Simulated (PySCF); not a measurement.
Run report: NH3, saddle-point search

NH3, SMILES N, computed with HF/ma-def2-TZVP, RHF, sfX2C (PySCF 2.14.0).

Figures and captions count atoms from 1; the log counts them from 0 in places.

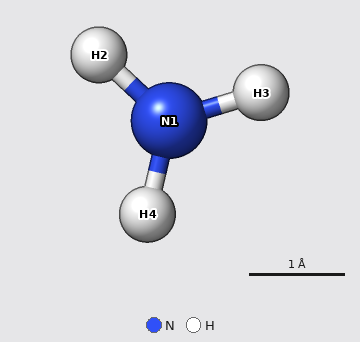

**Figure 1.** The input geometry (ball-and-stick view, seen on its broad side; atoms are numbered from 1 in the order of the input).

### The input (input.py)
```python
from pyscf import gto, scf
from pyscf.geomopt.geometric_solver import kernel as optimise

mol = gto.M(
    atom='geometry.xyz',
    max_memory=1860,
    basis='ma-def2-tzvp',
    verbose=3,
)

hf = scf.RHF(mol)
hf = hf.sfx2c1e()
hf = hf.density_fit(auxbasis='def2-universal-jkfit')
converged, mol_eq = optimise(hf, maxsteps=60, transition=True, hessian=True)
print('converged:', converged)
print(mol_eq.tostring())

hf.reset(mol_eq)
mol = mol_eq
hf.kernel()
e_tot = hf.e_tot
print('Final energy', e_tot)
```

### File geometry.xyz
```
4
H3N
N     -0.068160     0.242830     0.108060
H      0.435195     0.007486     0.954559
H     -1.048961     0.007324     0.019673
H      0.409730     0.713924    -0.650320
```

Hardware: 1 thread of Arm Neoverse V2, 24 GiB of memory available, shared host.

Command:
```bash
OMP_NUM_THREADS=1 python input.py
```

### The program's output
```
converged SCF energy = -56.2374585187188

#|     Arguments passed to driver run_optimizer():      |#
customengine              <pyscf.geomopt.geometric_solver.PySCFEngine object>
maxiter                   60
transition                True
----------------------------------------------------------
 Transition state optimization requested.
Custom engine selected.
Requested bond order-based connectivity but it is not available in the current engine
Bonds will be generated from interatomic distances less than 1.20 times sum of covalent radii
12 internal coordinates being used (instead of 12 Cartesians)
Internal coordinate system (atoms numbered from 1):
Distance 1-2
Distance 1-3
Distance 1-4
Angle 2-1-4
Angle 3-1-4
Out-of-Plane 1-2-3-4
Translation-X 1-4
Translation-Y 1-4
Translation-Z 1-4
Rotation-A 1-4
Rotation-B 1-4
Rotation-C 1-4
<class 'geometric.internal.Distance'> : 3
<class 'geometric.internal.Angle'> : 2
<class 'geometric.internal.OutOfPlane'> : 1
<class 'geometric.internal.TranslationX'> : 1
<class 'geometric.internal.TranslationY'> : 1
<class 'geometric.internal.TranslationZ'> : 1
<class 'geometric.internal.RotationA'> : 1
<class 'geometric.internal.RotationB'> : 1
<class 'geometric.internal.RotationC'> : 1
> ===== Optimization Info: ====
> Job type: Transition state optimization
> Maximum number of optimization cycles: 60
> Initial / maximum trust radius (Angstrom): 0.010 / 0.030
> Convergence Criteria:
> Will converge when all 5 criteria are reached:
>  |Delta-E| < 1.00e-06
>  RMS-Grad  < 3.00e-04
>  Max-Grad  < 4.50e-04
>  RMS-Disp  < 1.20e-03
>  Max-Disp  < 1.80e-03
> === End Optimization Info ===

Geometry optimization cycle 1
Cartesian coordinates (Angstrom)
 Atom        New coordinates             dX        dY        dZ
   N  -0.068160   0.242830   0.108060    0.000000  0.000000  0.000000
   H   0.435195   0.007486   0.954559    0.000000  0.000000  0.000000
   H  -1.048961   0.007324   0.019673    0.000000  0.000000  0.000000
   H   0.409730   0.713924  -0.650320    0.000000  0.000000  0.000000

WARN: Mole.unit (angstrom) is changed to Bohr

converged SCF energy = -56.2374585187189
--------------- DFsfX2C1eRHF_Scanner gradients ---------------
         x                y                z
0 N    -0.0001201012    -0.0000684706     0.0000783356
1 H     0.0129557685    -0.0060137185     0.0216894567
2 H    -0.0251346838    -0.0060223291    -0.0022941185
3 H     0.0122990165     0.0121045182    -0.0194736737
----------------------------------------------
cycle 1: E = -56.2374585187  dE = -56.2375  norm(grad) = 0.0449974
>> Using Hessian data provided via params...
>> Initial Cartesian Hessian Eigenvalues
Hessian Eigenvalues:  -4.871e-02 -6.274e-10  8.724e-11  6.864e-10  1.357e-02  1.358e-02  1.358e-02
 1.631e-01  1.631e-01  4.651e-01  1.233e+00  1.234e+00    .....    4.651e-01  1.233e+00  1.234e+00

== Summary of harmonic free energy analysis ==
Note: Rotational symmetry is set to 1 regardless of true symmetry
1 Imaginary Frequencies (cm^-1): 623.024i
Note: Free energy does not include contribution from imaginary mode(s)

Free energy contributions calculated at @ 300.00 K:
Zero-point vibrational energy:                                   20.5678 kcal/mol
H   (Trans + Rot + Vib = Tot):   1.4904 +   0.8942 +   0.0022 =   2.3869 kcal/mol
S   (Trans + Rot + Vib = Tot):  34.4984 +  13.6111 +   0.0082 =  48.1177 cal/mol/K
TS  (Trans + Rot + Vib = Tot):  10.3495 +   4.0833 +   0.0025 =  14.4353 kcal/mol

Ground State Electronic Energy    : E0                        =   -56.23745852 au (    -35289.5380 kcal/mol)
Free Energy Correction (Harmonic) : ZPVE + [H-TS]_T,R,V       =     0.01357636 au (         8.5193 kcal/mol)
Gibbs Free Energy (Harmonic)      : E0 + ZPVE + [H-TS]_T,R,V  =   -56.22388216 au (    -35281.0187 kcal/mol)

Step    0 : Gradient = 2.250e-02/2.602e-02 (rms/max) Energy = -56.2374585187
Hessian Eigenvalues:  -7.080e-02 -2.885e-09  1.113e-09  2.356e-09  3.505e-08  3.615e-08  2.136e-05
 1.135e-01  3.358e-01  4.651e-01  4.723e-01  4.785e-01    .....    4.651e-01  4.723e-01  4.785e-01

Geometry optimization cycle 2
Cartesian coordinates (Angstrom)
 Atom        New coordinates             dX        dY        dZ
   N  -0.068131   0.242850   0.108033    0.000029  0.000020 -0.000027
   H   0.429411   0.010154   0.944915   -0.005784  0.002668 -0.009644
   H  -1.037760   0.009998   0.020717    0.011201  0.002674  0.001044
   H   0.404284   0.708562  -0.641693   -0.005446 -0.005362  0.008627
converged SCF energy = -56.238818888612
--------------- DFsfX2C1eRHF_Scanner gradients ---------------
         x                y                z
0 N    -0.0000857706    -0.0000455527     0.0000484069
1 H     0.0077087836    -0.0035729788     0.0128936351
2 H    -0.0149432521    -0.0035804338    -0.0013639225
3 H     0.0073202390     0.0071989654    -0.0115781195
----------------------------------------------
cycle 2: E = -56.2388188886  dE = -0.00136037  norm(grad) = 0.0267562
Step    1 : Displace = 1.000e-02/1.156e-02 (rms/max) Trust = 1.000e-02 (=) Grad = 1.338e-02/1.547e-02 (rms/max) E (change) = -56.2388188886 (-1.360e-03) Quality = 0.994
Hessian Eigenvalues:  -7.080e-02 -2.885e-09  1.113e-09  2.356e-09  3.505e-08  3.615e-08  2.136e-05
 1.135e-01  3.358e-01  4.723e-01  4.785e-01  4.826e-01    .....    4.723e-01  4.785e-01  4.826e-01

Geometry optimization cycle 3
Cartesian coordinates (Angstrom)
 Atom        New coordinates             dX        dY        dZ
   N  -0.068046   0.242893   0.107991    0.000085  0.000043 -0.000042
   H   0.420915   0.014027   0.930849   -0.008497  0.003874 -0.014066
   H  -1.021347   0.013915   0.022250    0.016413  0.003917  0.001533
   H   0.396282   0.700729  -0.629118   -0.008002 -0.007833  0.012575
converged SCF energy = -56.2395056922119
--------------- DFsfX2C1eRHF_Scanner gradients ---------------
         x                y                z
0 N     0.0000082091     0.0000049612    -0.0000059844
1 H    -0.0006943713     0.0003244255    -0.0011672202
2 H     0.0013487672     0.0003237605     0.0001217723
3 H    -0.0006626050    -0.0006531473     0.0010514323
----------------------------------------------
cycle 3: E = -56.2395056922  dE = -0.000686804  norm(grad) = 0.00242073
Step    2 : Displace = 1.463e-02/1.694e-02 (rms/max) Trust = 1.414e-02 (+) Grad = 1.210e-03/1.404e-03 (rms/max) E (change) = -56.2395056922 (-6.868e-04) Quality = 0.926
Hessian Eigenvalues:  -7.080e-02 -2.885e-09  1.113e-09  2.356e-09  3.505e-08  3.615e-08  2.136e-05
 1.135e-01  3.358e-01  4.723e-01  4.785e-01  5.278e-01    .....    4.723e-01  4.785e-01  5.278e-01

Geometry optimization cycle 4
Cartesian coordinates (Angstrom)
 Atom        New coordinates             dX        dY        dZ
   N  -0.068049   0.242891   0.107993   -0.000003 -0.000002  0.000003
   H   0.421611   0.013701   0.932020    0.000696 -0.000326  0.001171
   H  -1.022702   0.013590   0.022128   -0.001355 -0.000325 -0.000122
   H   0.396944   0.701382  -0.630169    0.000662  0.000654 -0.001051
converged SCF energy = -56.2395109619389
--------------- DFsfX2C1eRHF_Scanner gradients ---------------
         x                y                z
0 N    -0.0000010371    -0.0000006316     0.0000007671
1 H     0.0000340114    -0.0000159369     0.0000572754
2 H    -0.0000657982    -0.0000158078    -0.0000059103
3 H     0.0000328239     0.0000323763    -0.0000521322
----------------------------------------------
cycle 4: E = -56.2395109619  dE = -5.26973e-06  norm(grad) = 0.000118958
Step    3 : Displace = 1.213e-03/1.404e-03 (rms/max) Trust = 2.000e-02 (+) Grad = 5.948e-05/6.959e-05 (rms/max) E (change) = -56.2395109619 (-5.270e-06) Quality = 0.949
Hessian Eigenvalues:  -7.080e-02 -2.885e-09  1.113e-09  2.356e-09  3.505e-08  3.615e-08  2.136e-05
 1.135e-01  3.358e-01  4.723e-01  4.785e-01  5.538e-01    .....    4.723e-01  4.785e-01  5.538e-01

Geometry optimization cycle 5
Cartesian coordinates (Angstrom)
 Atom        New coordinates             dX        dY        dZ
   N  -0.068049   0.242891   0.107993    0.000000  0.000000 -0.000000
   H   0.421579   0.013717   0.931965   -0.000032  0.000015 -0.000055
   H  -1.022639   0.013605   0.022134    0.000063  0.000015  0.000005
   H   0.396913   0.701352  -0.630119   -0.000031 -0.000031  0.000050
converged SCF energy = -56.2395109747162
--------------- DFsfX2C1eRHF_Scanner gradients ---------------
         x                y                z
0 N     0.0000001175     0.0000000714    -0.0000000865
1 H     0.0000006129    -0.0000002861     0.0000010297
2 H    -0.0000012539    -0.0000003008    -0.0000001137
3 H     0.0000005235     0.0000005155    -0.0000008295
----------------------------------------------
cycle 5: E = -56.2395109747  dE = -1.27773e-08  norm(grad) = 2.10893e-06
```

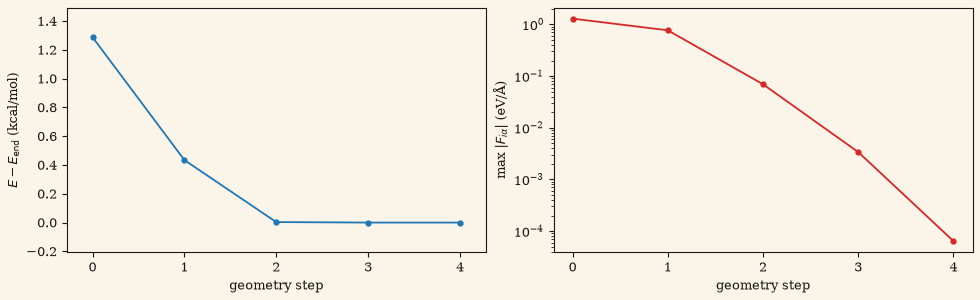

**Figure 2.** Progress of the saddle-point search, step by step (steps are counted from 0).

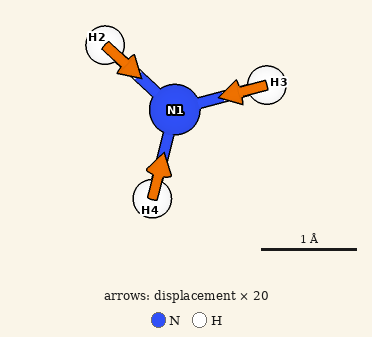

**Figure 3.** The starting structure with the displacements as orange arrows, magnified 20 times (ball-and-stick view, seen at a tilt). The two geometries are laid on each other by the best rigid fit. The energy falls by 1.29 kcal/mol in 4 geometry steps. Largest force component: 1.3 eV/Å at the start, under 0.0001 eV/Å at the end. The largest moves after the best rigid fit, 0.027 Å, are those of H2, H3 and H4. N stays in place. Among the contacts that change: N1–H2 1.013 → 0.985 Å. (Atoms are counted from 1 in the order of the input.)

```
Step    4 : Displace = 5.683e-05/6.620e-05 (rms/max) Trust = 2.828e-02 (+) Grad = 1.054e-06/1.294e-06 (rms/max) E (change) = -56.2395109747 (-1.278e-08) Quality = 1.000
Hessian Eigenvalues:  -7.080e-02 -2.885e-09  1.113e-09  2.356e-09  3.505e-08  3.615e-08  2.136e-05
 1.135e-01  3.358e-01  4.723e-01  4.785e-01  5.538e-01    .....    4.723e-01  4.785e-01  5.538e-01
Converged! =D

converged: True
N          -0.06804900        0.24289117        0.10799315
H           0.42157860        0.01371679        0.93196480
H          -1.02263871        0.01360509        0.02213374
H           0.39691300        0.70135156       -0.63011900
converged SCF energy = -56.2395109747595
Final energy -56.239510974759526
```

### Trajectory as extended XYZ (Å, eV, eV/Å), 5 frames, from step=0 to step=4
```
4
Properties=species:S:1:pos:R:3:forces:R:3 step=0 energy=-1530.29921
N    -0.0682    0.2428    0.1081    0.0062   0.0035  -0.0040
H     0.4352    0.0075    0.9546   -0.6662   0.3092  -1.1153
H    -1.0490    0.0073    0.0197    1.2925   0.3097   0.1180
H     0.4097    0.7139   -0.6503   -0.6324  -0.6224   1.0014
4
Properties=species:S:1:pos:R:3:forces:R:3 step=1 energy=-1530.33622
N    -0.0681    0.2429    0.1080    0.0044   0.0023  -0.0025
H     0.4294    0.0102    0.9449   -0.3964   0.1837  -0.6630
H    -1.0378    0.0100    0.0207    0.7684   0.1841   0.0701
H     0.4043    0.7086   -0.6417   -0.3764  -0.3702   0.5954
4
Properties=species:S:1:pos:R:3:forces:R:3 step=2 energy=-1530.35491
N    -0.0680    0.2429    0.1080   -0.0004  -0.0003   0.0003
H     0.4209    0.0140    0.9308    0.0357  -0.0167   0.0600
H    -1.0213    0.0139    0.0222   -0.0694  -0.0166  -0.0063
H     0.3963    0.7007   -0.6291    0.0341   0.0336  -0.0541
4
Properties=species:S:1:pos:R:3:forces:R:3 step=3 energy=-1530.35506
N    -0.0680    0.2429    0.1080    0.0001   0.0000   0.0000
H     0.4216    0.0137    0.9320   -0.0017   0.0008  -0.0029
H    -1.0227    0.0136    0.0221    0.0034   0.0008   0.0003
H     0.3969    0.7014   -0.6302   -0.0017  -0.0017   0.0027
4
Properties=species:S:1:pos:R:3:forces:R:3 step=4 energy=-1530.35506
N    -0.0680    0.2429    0.1080    0.0000   0.0000   0.0000
H     0.4216    0.0137    0.9320    0.0000   0.0000  -0.0001
H    -1.0226    0.0136    0.0221    0.0001   0.0000   0.0000
H     0.3969    0.7014   -0.6301    0.0000   0.0000   0.0000
```

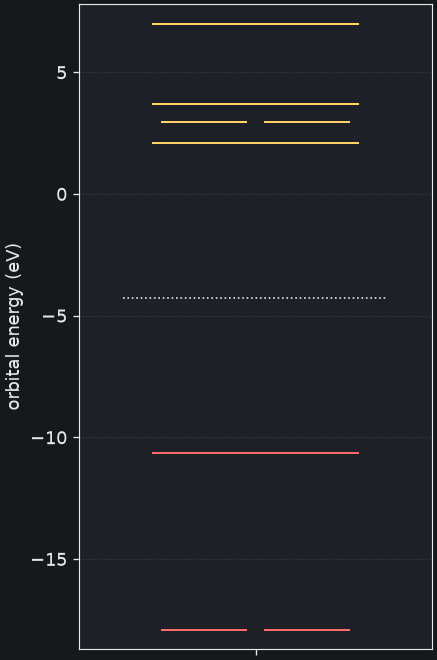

**Figure 4.** Orbital energies near the frontier; the dotted line parts filled from empty levels, and levels within 0.02 eV of each other stand side by side. Highest filled −10.66 eV, lowest empty 2.08 eV, 12.74 eV apart.

### Key numbers

- outcome: converged
- total energy: −56.239511 hartree
- basis functions: 53
- HOMO: −10.66 eV
- LUMO: 2.08 eV
- dipole moment: 0.00 D
- wall time: 4.5 s
- peak memory: 0.19 GiB
